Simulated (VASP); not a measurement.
Band structure of RuC (relaxed from the NiAs type structure, space group P6_3/mmc). All values below come from PBEsol GGA, VASP's PBE PAW potentials (set 64) (plane waves; VASP 6.6.1).

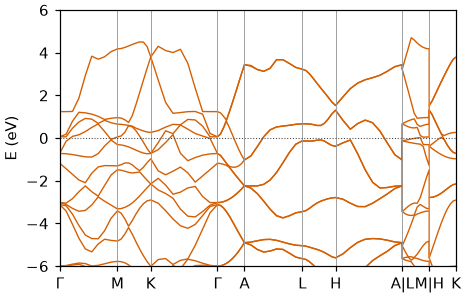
*Bands along high-symmetry lines, zero at the valence-band maximum or, without a gap, the Fermi level*

### Question
Read the plot: is there a gap, and where are the band edges?

### Answer
It has no gap at this level: it comes out as a metal or semimetal. (Edges off the drawn lines would not show.)

The structure was generated: RuC was put into the NiAs type type (P6_3/mmc), which need not be its known phase. It was relaxed first, which changed the volume by -28 %.
